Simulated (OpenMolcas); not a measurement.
**MoCl4O (SMILES O=[Mo](Cl)(Cl)(Cl)Cl): an attempt with OpenMolcas**

Aim: the vertical excitations of MoCl4O.

The calculation is run with OpenMolcas 26.06.

## Step 1: The molecule

The species is MoCl4O (6 atoms), meant as a singlet with charge 0. SMILES: `O=[Mo](Cl)(Cl)(Cl)Cl`. Geometry: relaxed at PBE0-D4/def2-TZVP.

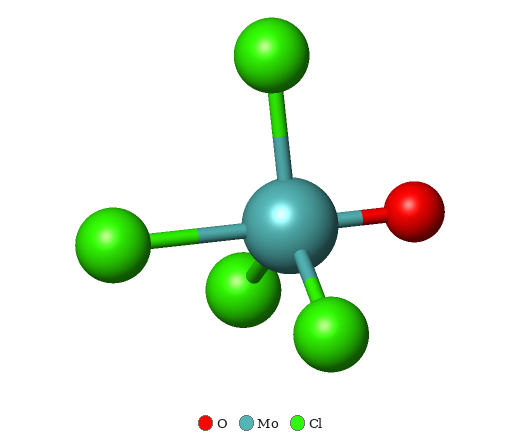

The structure, seen from a chosen angle (oxygen red, molybdenum teal, chlorine green).

## Step 2: The input as written

Input file step9.input:

```
* Cl4MoO CASPT2

&gateway
 coord
 6
 angstrom
 O       -0.647300      -1.552840       0.739910
 Mo      -0.060260      -0.144860       0.068810
 Cl       2.064980      -0.754570       0.382320
 Cl      -1.047850      -0.541190      -1.894310
 Cl       0.775250       1.861870      -0.884910
 Cl      -1.084830       1.131590       1.588170
 basis=ANO-RCC-VDZ
 group=NoSym
 ricd

&seward

&rasscf
 fileorb=$CurrDir/step2.RasOrb
 spin=1
 nactel=4 0 0
 inactive=57
 ras2=5
 ciroot=6 6 1
 orblisting=Nothing
 orbappear=Compact

&caspt2
 multistate=all
```

Launch:

```sh
$ export MOLCAS_MEM=2
$ pymolcas step9.input > step9.log
```

The log of the run:

```text
--- Start Module: gateway ---

                                              &GATEWAY

                       available to each process: 2.0 MB of memory, 1 thread

---------------------------------------------------------------------------------------------
  Nr.	 Label		Type		Offset		Length	   Atime	  Address
---------------------------------------------------------------------------------------------
  1	FILETABL    	CHAR	-32570212819528	       26929           5	[0x55557d9330c0]
  2	DBSC        	CHAR	    -297833208	     1456001          58	[0x72f4c3c9c010]
---------------------------------------------------------------------------------------------
Maximal available memory for Molcas = 517070
 ?mma_allo_?D: error: out-of-memory
 label: Shells
  available (kB):          517
  required  (kB):          792

--- Stop Module: gateway /rc=-6 ---

.########################.
.# Non-zero return code #.
.########################.

    Timing: Wall=0.08 User=0.05 System=0.02
```

Run time: 0.34 s. Hardware: 1 thread of AMD EPYC 7R43 (Zen 3), shared host; peak memory 0.083 GiB.

## Step 3: What went wrong

The program stopped with an error.

The log says `?mma_allo_?D: error: out-of-memory`. The fault: too little memory is allowed.
